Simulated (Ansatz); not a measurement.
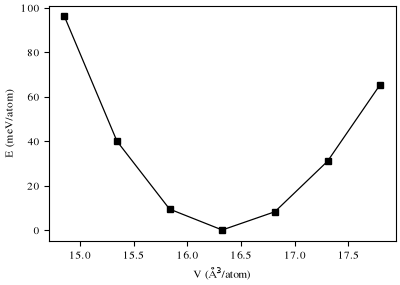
Figure: AgW in space group Pmma (No. 51; W on 2e, Ag on 2f) under volume change, DFT-r²SCAN in the program Ansatz with PAW potentials, shape and atoms relaxed at each volume.

### Question
What does a third-order Birch–Murnaghan fit give for V₀, B₀ and B′?

### Answer
V₀ = 16.33 Å³/atom, B₀ = 190 GPa, B′ = 5.4.

The start of the workflow was typed in or built on a structure type; neither database checked (COD, Materials Project) lists it. Its standing as an ambient phase is unchecked. Symmetry was held in the r²SCAN relaxation; its stability against distortions is not shown here. The run is not spin-polarised. Its formation energy is positive at this level, so the cell may be metastable or incomplete. Scalar-relativistic: spin–orbit coupling is off unless named, which matters more the heavier the elements.

Potentials: the later of the program's two PAW sets.
